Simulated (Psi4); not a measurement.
# CH5BO2 (SMILES COBO) at r2SCAN/6-311++G(2d,2p) (density fitting, sweep point 8)

What is the vertical singlet–triplet gap of CH5BO2 at r2SCAN/6-311++G(2d,2p) (density fitting, sweep point 8)? 

The results are computed with Psi4 1.11.

## 1. The molecule

CH5BO2: 9 atoms, total charge 0, spin state singlet. As SMILES, `COBO`. The shape is that of a PBE0-D4/def2-TZVP optimisation. This is one conformer, not always the lowest.

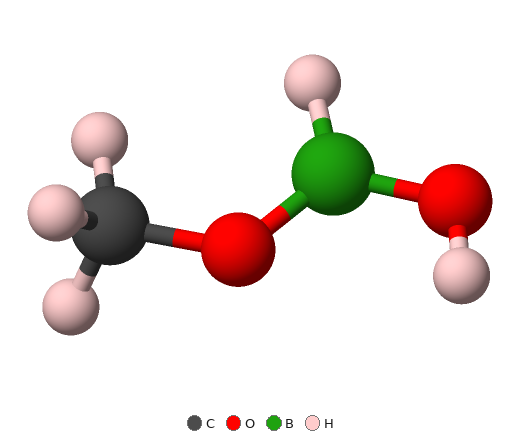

The structure, seen from a chosen angle (carbon dark grey, oxygen red, boron green, hydrogen pink).

## 2. The energy at r2SCAN/6-311++G(2d,2p) (density fitting, sweep point 8)

job.dat reads:

```
memory 1600 mb

molecule geom {
  C      0.281800     0.801900    -1.057400
  O     -0.113500     0.454800     0.251000
  B     -0.134900    -0.834100     0.671600
  O     -0.524600    -1.118500     1.938500
  H      0.568100    -0.079800    -1.637600
  H      1.131400     1.486400    -1.006200
  H     -0.544800     1.307500    -1.561700
  H      0.183900    -1.738400    -0.047600
  H     -0.758900    -0.326300     2.432200
  symmetry c1
}

set basis 6-311++G(2d,2p)
set reference rks
set puream true
set scf_type df
set dft_radial_points 99
set dft_spherical_points 590

energy('r2scan')
print_variables()
```

On the command line:

```
$ psi4 -i job.dat -o job.out -n 1
```

job.out:

```text
[...]
  Running in c1 symmetry.
[...]
  Nuclear repulsion =  115.438950461155656
[...]
  Multiplicity = 1
[...]
  Nalpha       = 16
  Nbeta        = 16
[...]
    Number of basis functions: 158
[...]
   @DF-RKS iter   1:  -216.04554889013264   -3.90601e-01   6.36090e-03 ADIIS/DIIS
[...]
   @DF-RKS iter   9:  -216.45710293665951   -1.56252e-07   3.27728e-07 DIIS
[...]
    Orbital Energies [Eh]
    ---------------------
    Doubly Occupied:
       1A    -18.970932     2A    -18.963399     3A    -10.086038
       4A     -6.656947     5A     -1.015870     6A     -0.982681
       7A     -0.669732     8A     -0.529937     9A     -0.490351
      10A     -0.442358    11A     -0.431735    12A     -0.353657
      13A     -0.339216    14A     -0.336316    15A     -0.292596
      16A     -0.273574
[...]
  @DF-RKS Final Energy:  -216.45710293665951
   => Energetics <=
    Nuclear Repulsion Energy =            115.4389504611556561
    One-Electron Energy =                -523.5626948378190946
    Two-Electron Energy =                 220.1803983219712109
    DFT Exchange-Correlation Energy =     -28.5137568819672573
    Empirical Dispersion Energy =           0.0000000000000000
    VV10 Nonlocal Energy =                  0.0000000000000000
    Total Energy =                       -216.4571029366595099
[...]
 Multipole Moments:
 ------------------------------------------------------------------------------------
     Multipole            Electronic (a.u.)      Nuclear  (a.u.)        Total (a.u.)
 ------------------------------------------------------------------------------------
 L = 1.  Multiply by 2.5417464519 to convert [e a0] to [Debye]
 Dipole X            :         -1.0787685            1.1507181            0.0719497
 Dipole Y            :         -1.3946935            1.9946939            0.6000004
 Dipole Z            :          3.6857755           -4.0759431           -0.3901676
 Magnitude           :                                                    0.7193108
[...]
```

Run time: 40 s. Hardware: 1 thread of Intel Xeon 6975P-C (Granite Rapids), shared host; peak memory 1.3 GiB.

## 3. The triplet, same level

job.dat reads:

```
memory 1.6 GB

molecule {
  0 3
  C      0.281800     0.801900    -1.057400
  O     -0.113500     0.454800     0.251000
  B     -0.134900    -0.834100     0.671600
  O     -0.524600    -1.118500     1.938500
  H      0.568100    -0.079800    -1.637600
  H      1.131400     1.486400    -1.006200
  H     -0.544800     1.307500    -1.561700
  H      0.183900    -1.738400    -0.047600
  H     -0.758900    -0.326300     2.432200
  units angstrom
  symmetry c1
}

set globals {
  basis                6-311++G(2d,2p)
  reference            uks
  puream               true
  scf_type             df
  dft_radial_points    99
  dft_spherical_points 590
  maxiter              100
}

energy_value, wavefunction = energy('r2scan', return_wfn=True)
```

On the command line:

```
$ psi4 -n 1 job.dat job.out
```

job.out:

```text
[...]
  Running in c1 symmetry.
[...]
  Nuclear repulsion =  115.438950461155656
[...]
  Multiplicity = 3
[...]
  Nalpha       = 17
  Nbeta        = 15
[...]
    Number of basis functions: 158
[...]
   @DF-UKS iter   1:  -215.81376022318921   -1.58812e-01   5.71953e-03 DIIS/ADIIS
[...]
   @DF-UKS iter  11:  -216.20116760908101   -1.30912e-07   7.47244e-07 DIIS
[...]
   @S^2 Observed:                2.009763903E+00
[...]
    Orbital Energies [Eh]
    ---------------------
    Alpha Occupied:
       1A    -19.075152     2A    -19.024840     3A    -10.137195
       4A     -6.621628     5A     -1.097166     6A     -1.042319
       7A     -0.726801     8A     -0.567735     9A     -0.542407
      10A     -0.510444    11A     -0.494477    12A     -0.407764
      13A     -0.391048    14A     -0.375618    15A     -0.367720
      16A     -0.306715    17A     -0.045448
    Alpha Virtual:
      18A     -0.019444    19A     -0.005396    20A      0.023226
      21A      0.024018    22A      0.031712    23A      0.056211
      24A      0.059228    25A      0.070624    26A      0.088111
[...]
  @DF-UKS Final Energy:  -216.20116760908101
   => Energetics <=
    Nuclear Repulsion Energy =            115.4389504611556561
    One-Electron Energy =                -522.0359484207084506
    Two-Electron Energy =                 218.7993565231253683
    DFT Exchange-Correlation Energy =     -28.4035261726535637
    Empirical Dispersion Energy =           0.0000000000000000
    VV10 Nonlocal Energy =                  0.0000000000000000
    Total Energy =                       -216.2011676090810113
[...]
 Multipole Moments:
 ------------------------------------------------------------------------------------
     Multipole            Electronic (a.u.)      Nuclear  (a.u.)        Total (a.u.)
 ------------------------------------------------------------------------------------
 L = 1.  Multiply by 2.5417464519 to convert [e a0] to [Debye]
 Dipole X            :         -1.2043615            1.1507181           -0.0536433
 Dipole Y            :         -0.2118186            1.9946939            1.7828753
 Dipole Z            :          3.7968808           -4.0759431           -0.2790623
 Magnitude           :                                                    1.8053802
[...]
```

It took 74 s on 1 thread of Intel Xeon 6975P-C (Granite Rapids), shared host; peak memory 1.3 GiB.

## 4. Results

Level: r2SCAN/6-311++G(2d,2p) (density fitting, sweep point 8).

| quantity | value |
| --- | --- |
| singlet: total energy | -216.45710 Eh |
| singlet: dipole moment | 1.83 D |
| singlet: HOMO energy | -7.44 eV |
| singlet: LUMO energy | 0.18 eV |
| singlet: HOMO–LUMO gap | 7.62 eV |
| triplet: total energy | -216.20117 Eh |
| triplet: dipole moment | 4.59 D |
| triplet: HOMO energy (highest over α and β) | -1.24 eV |
| triplet: ⟨S²⟩ | 2.010 |
| vertical energy of the triplet above the singlet | 6.964 eV |

In words: At this shape the triplet lies 6.96 eV (161 kcal/mol) above the singlet.
